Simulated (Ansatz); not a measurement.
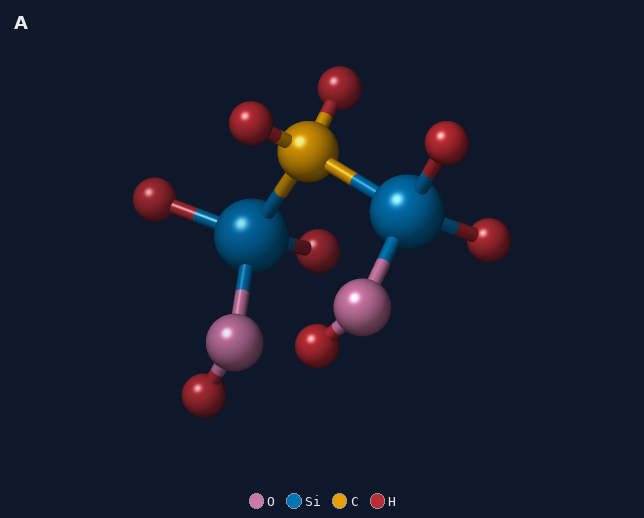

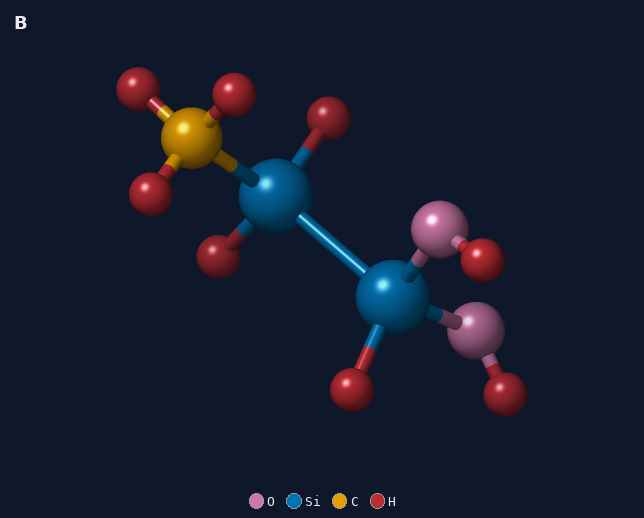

2 stationary structures of one formula. Geometries: PBE0-D4/def2-TZVP. Electronic energies: CCSD(T)/CBS (MP2 limit from def2-TZVPP and def2-QZVPP plus CCSD(T) − MP2) (Ansatz 0.2.0), without zero-point energy. No frequency run is at hand to confirm each as a minimum. Each is one conformer, not always the lowest.

Which structure is the most stable?

Answer. A is lowest; B lies 4.6 kcal/mol above it. A is `O[SiH2]C[SiH2]O`, B is `C[SiH2][SiH](O)O`.
